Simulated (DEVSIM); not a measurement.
Structure: abrupt InP n-p junction, at 250 K.

| layer (left to right) | material | thickness (μm) | Nd (cm⁻³) | Na (cm⁻³) | τn (s) | τp (s) |
|---|---|---|---|---|---|---|
| 1 | InP | 12.0 | 1.5e16 | - | 7.7e-9 | 7.7e-9 |
| 2 | InP | 3.70 | - | 1.6e17 | 7.7e-9 | 7.7e-9 |

Left contact: ohmic. Right contact: ohmic. Voltage is applied to the left contact. Recombination: SRH at mid-gap, radiative. Mobility is constant in doping.

The device is made up for the run: typed textbook-type constants, with dimensions and the other settings drawn at random. Values at 300 K; Nc and Nv go as T^1.5, mobilities as T to minus their exponent, the gap by Varshni's rule with the affinity fixed.

```csv
parameter,InP
gap (eV),1.344
affinity (eV),4.38
permittivity,12.5
Nc (cm⁻³),5.7e17
Nv (cm⁻³),1.1e19
μn (cm²/Vs),5200
μp (cm²/Vs),170
T exponent of μn,2
T exponent of μp,2
B (cm³/s),1.2e-10
Varshni α (eV/K),0.000363
Varshni β (K),162
```

Model (solved in DEVSIM): 1D drift-diffusion, Boltzmann statistics, complete ionisation; no tunnelling, impact ionisation, image-force lowering or self-heating.

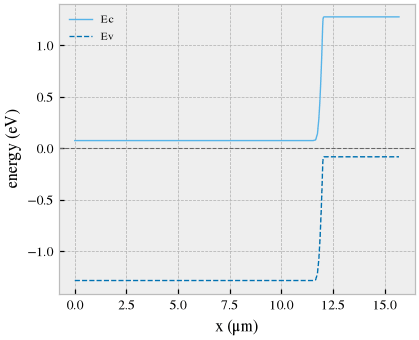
*Band edges at zero bias*

Energies count from the Fermi level of the right contact; mesh points crowd at the junctions.

```csv
x (μm),Ec (eV),Ev (eV),n (cm⁻³),p (cm⁻³),field (V/cm)
0.000,0.072,-1.287,1.5e16,< 1e2,≈ 0
0.03250,0.072,-1.287,1.5e16,< 1e2,≈ 0
0.1088,0.072,-1.287,1.5e16,< 1e2,≈ 0
0.3010,0.072,-1.287,1.5e16,< 1e2,≈ 0
0.9908,0.072,-1.287,1.5e16,< 1e2,≈ 0
2.359,0.072,-1.287,1.5e16,< 1e2,≈ 0
5.573,0.072,-1.287,1.5e16,< 1e2,≈ 0
10.01,0.072,-1.287,1.5e16,< 1e2,≈ 0
11.17,0.072,-1.287,1.5e16,< 1e2,≈ 0
11.66,0.078,-1.282,1.2e16,< 1e2,1800
11.87,0.452,-0.907,3.3e8,< 1e2,39000
11.98,1.002,-0.358,< 1e2,5.1e11,63000
12.00,1.183,-0.177,< 1e2,2.3e15,57000
12.04,1.271,-0.089,< 1e2,1.4e17,3500
12.18,1.274,-0.085,< 1e2,1.6e17,≈ 0
12.47,1.274,-0.085,< 1e2,1.6e17,≈ 0
13.14,1.274,-0.085,< 1e2,1.6e17,≈ 0
14.42,1.274,-0.085,< 1e2,1.6e17,≈ 0
15.30,1.274,-0.085,< 1e2,1.6e17,≈ 0
15.54,1.274,-0.085,< 1e2,1.6e17,≈ 0
15.65,1.274,-0.085,< 1e2,1.6e17,≈ 0
15.70,1.274,-0.085,< 1e2,1.6e17,≈ 0
```
